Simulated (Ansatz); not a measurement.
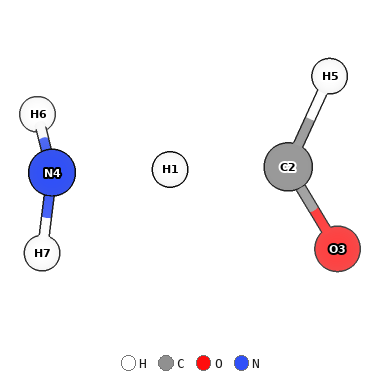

The system is the reacting system CH₄NO (fragments CH₂O + H₂N where the first distance is long, H₃N + CHO where the second is long), spin multiplicity 2; the picture shows the reference structure. First axis: distance H1–N4 (bond that forms). Second axis: distance H1–C2 (bond that breaks). Relaxed at each point: all other coordinates. The scan uses a 9 × 9 grid. At 14 points there is no value. Points are written as (first, second). All energies are given in kJ/mol relative to the lowest grid point. Method: UKS r2SCAN-D4/def2-SVP (Ansatz 0.2.0).

Its coordinates:

```xyz
7

H     0.3337    0.2909    0.0068
C    -0.2784   -0.0542   -1.2000
O    -0.1976   -1.1336   -1.6878
N     0.6034    0.3529    1.3175
H    -0.9427    0.7659   -1.6123
H    -0.3529    0.4168    1.6974
H     0.8346   -0.6387    1.4782
```

Range: distance H1–N4 (bond that forms) from 0.918 to 2.718 Å; distance H1–C2 (bond that breaks) from 0.963 to 2.163 Å.

Question: What will the energy surface look like?

Answer: The lowest grid point is at (1.052 Å, 2.163 Å). It lies in a valley that leaves the map towards separated partners. Other grid points that lie below all their neighbours: (1.675 Å, 1.175 Å) (73 kJ/mol higher). The highest grid point, (0.918 Å, 0.963 Å), lies 437 kJ/mol above the lowest.

```csv
"second ↓, first →",0.918,1.052,1.236,1.446,1.675,1.918,2.174,2.441,2.718
2.163,27,0,57,152,244,–,–,–,–
1.979,33,3,55,143,225,280,311,–,–
1.801,43,8,53,129,197,241,264,275,–
1.630,61,19,51,110,162,194,210,219,–
1.468,90,37,51,90,123,144,155,161,–
1.315,138,69,61,74,89,100,106,110,–
1.175,212,124,88,75,73,74,77,79,–
1.052,319,211,146,109,91,84,83,83,–
0.963,437,312,226,170,142,129,118,–,–
```

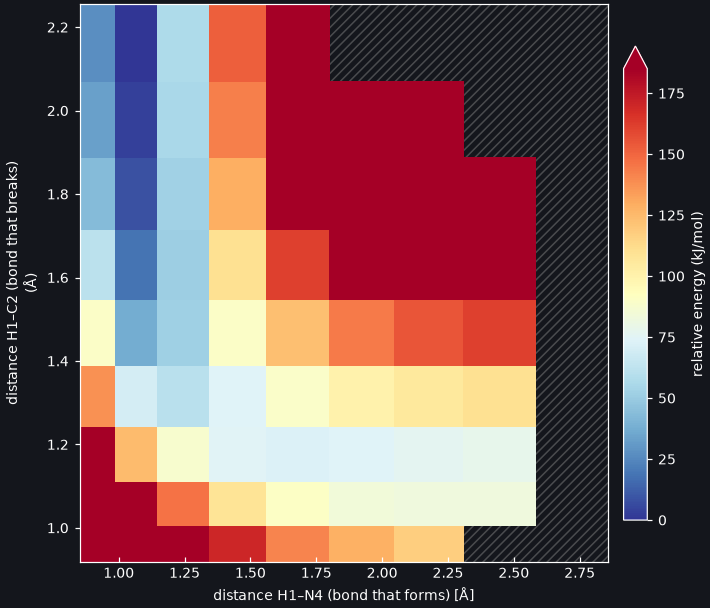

In the figure: one coloured cell a grid point, one colour for all values above the top of the scale, hatched blanks where no value was computed.

Time for the 67 points that were run: 39 min on 1 thread of Arm Neoverse V2, with other jobs on the host.
